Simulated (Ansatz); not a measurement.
# SiNH4ClO (SMILES N[SiH](O)Cl) at HF/6-31G(d) (spherical functions)

Aim: the vertical ionisation energy of SiNH4ClO at HF/6-31G* (spherical functions), from 2 runs. 

The calculation is run with Ansatz 0.2.0.

128 further runs of the same task are left out: 128 set aside as unsound or not needed.

## (1) The structure to begin with

The species is SiNH4ClO (8 atoms), meant as a singlet with charge 0. As SMILES, `N[SiH](O)Cl`. The shape is that of a PBE0-D4/def2-TZVP optimisation. This is one conformer, not always the lowest.

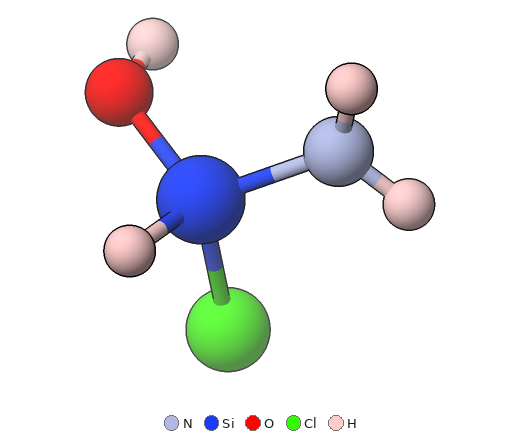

The structure, seen from a chosen angle (nitrogen light blue, silicon blue, oxygen red, chlorine green, hydrogen pink).

## (2) A single-point energy at HF/6-31G(d) (spherical functions)

Input file input.yaml:

```yaml
crystal:
  periodic: [false, false, false]
  atoms:
    - symbol: N
      position_ang: [-0.749800, 0.885600, -0.289000]
    - symbol: Si
      position_ang: [0.524400, -0.226200, -0.115300]
    - symbol: O
      position_ang: [0.551300, -0.861300, 1.386900]
    - symbol: Cl
      position_ang: [0.173100, -1.641600, -1.566900]
    - symbol: H
      position_ang: [-1.217200, 0.998000, -1.172700]
    - symbol: H
      position_ang: [-0.806900, 1.712400, 0.283000]
    - symbol: H
      position_ang: [1.896700, 0.277200, -0.308600]
    - symbol: H
      position_ang: [-0.279500, -1.201200, 1.726700]
basis:
  gaussian: {orbitals: 6-31G_st_-spherical.json}
hamiltonian: {xc: hf}
accuracy: high
output: {orbitals: {seedname: orbitals}}
```

The basis set 6-31G* is read from a file made from the Basis Set Exchange's data (not shown).

The run is started by

```sh
$ ansatz run input.yaml --threads 1 --pin off --max-ram 3480MiB --events-out events.jsonl --progress --plain --runs-dir runs
```

What it wrote:

```text
Warning: RAYON_NUM_THREADS=1 ignored (pool sized by the plan → 1); use --threads N
Functional definition: HF
  name "HF"
  exchange = exact_x
  correlation = 0
1602 factors; integrals over basis functions are off by at most 3.7e-9 eV
mean field evaluation 1: about -23947.0695 eV, gradient 4.0e1 eV
mean field evaluation 2: about -23947.1602 eV, gradient 4.0e1 eV
mean field evaluation 4: about -23950.3995 eV, gradient 2.8e0 eV
mean field evaluation 8: about -23950.4304 eV, gradient 2.0e-1 eV
mean field evaluation 16: about -23950.4306 eV, gradient 2.3e-8 eV
mean field -23950.43055944 eV, -880.1620888745 hartree, gradient 2.3e-8 eV, S^2 0.000000; 0 other end points of the search recorded, 0 dependent functions left out
reference -23950.43055944 eV, -880.1620888745 hartree; 25, 25 occupied and 47, 47 virtual orbitals, 1602 factors
Total energy: -23950.43055944 eV, -880.1620888745 hartree
```

Run time: 1.2 s. Hardware: 1 thread of Intel Xeon 6975P-C (Granite Rapids), shared host; peak memory 0.2 GiB.

## (3) The doublet cation

Input file in.yaml:

```yaml
crystal:
  periodic: [false, false, false]
  atoms:
    - symbol: "N"
      position_ang: [-0.749800, 0.885600, -0.289000]
    - symbol: Si
      position_ang: [0.524400, -0.226200, -0.115300]
    - symbol: O
      position_ang: [0.551300, -0.861300, 1.386900]
    - symbol: Cl
      position_ang: [0.173100, -1.641600, -1.566900]
    - symbol: H
      position_ang: [-1.217200, 0.998000, -1.172700]
    - symbol: H
      position_ang: [-0.806900, 1.712400, 0.283000]
    - symbol: H
      position_ang: [1.896700, 0.277200, -0.308600]
    - symbol: H
      position_ang: [-0.279500, -1.201200, 1.726700]
basis:
  gaussian:
    orbitals: 6-31G_st_-spherical.json
total_charge: 1
magnetization:
  spin_polarized: true
  initial_magnetization: 1
hamiltonian:
  xc: hf
accuracy: high
output:
  orbitals: {seedname: orbitals}
```

The basis set 6-31G* is read from a file made from the Basis Set Exchange's data (not shown).

The run is started by

```sh
$ ansatz run in.yaml --threads 1 --pin off --max-ram 3480MiB --events-out events.jsonl --progress --plain --runs-dir runs
```

What it wrote:

```text
Warning: RAYON_NUM_THREADS=1 ignored (pool sized by the plan → 1); use --threads N
[... 4 set-up lines as earlier in the session ...]
1601 factors; integrals over basis functions are off by at most 3.7e-9 eV
mean field evaluation 1: about -23933.7942 eV, gradient 3.7e1 eV
mean field evaluation 2: about -23933.8872 eV, gradient 3.7e1 eV
mean field evaluation 4: about -23940.1614 eV, gradient 4.2e0 eV
mean field evaluation 8: about -23941.1075 eV, gradient 1.1e0 eV
mean field evaluation 16: about -23941.1479 eV, gradient 1.2e-5 eV
mean field evaluation 32: about -23939.5065 eV, gradient 1.6e0 eV
mean field evaluation 64: about -23938.2804 eV, gradient 4.0e0 eV
mean field -23941.14786763 eV, -879.8209562425 hartree, gradient 1.6e-8 eV, S^2 0.759770; 0 other end points of the search recorded, 0 dependent functions left out
reference -23941.14786763 eV, -879.8209562425 hartree; 25, 24 occupied and 47, 48 virtual orbitals, 1601 factors
Total energy: -23941.14786763 eV, -879.8209562425 hartree
```

Run time: 2.4 s. Hardware: 1 thread of Intel Xeon 6975P-C (Granite Rapids), shared host; peak memory 0.29 GiB.

## (4) What came out

At HF/6-31G* (spherical functions):

| quantity | value |
| --- | --- |
| singlet SiNH4ClO: total energy | -880.16209 Eh |
| singlet SiNH4ClO: HOMO energy | -11.55 eV |
| singlet SiNH4ClO: LUMO energy | 4.81 eV |
| singlet SiNH4ClO: HOMO–LUMO gap | 16.36 eV |
| doublet cation: total energy | -879.82096 Eh |
| doublet cation: HOMO energy (highest over α and β) | -17.34 eV |
| doublet cation: LUMO energy (lowest over α and β) | -7.36 eV |
| doublet cation: ⟨S²⟩ | 0.760 |
| vertical ionisation energy (to the doublet cation) | 9.283 eV |

What this shows: Removing an electron at fixed nuclei costs 9.28 eV (214 kcal/mol). −ε(HOMO) before ionisation, 11.55 eV, is 2.27 eV above this ionisation energy.
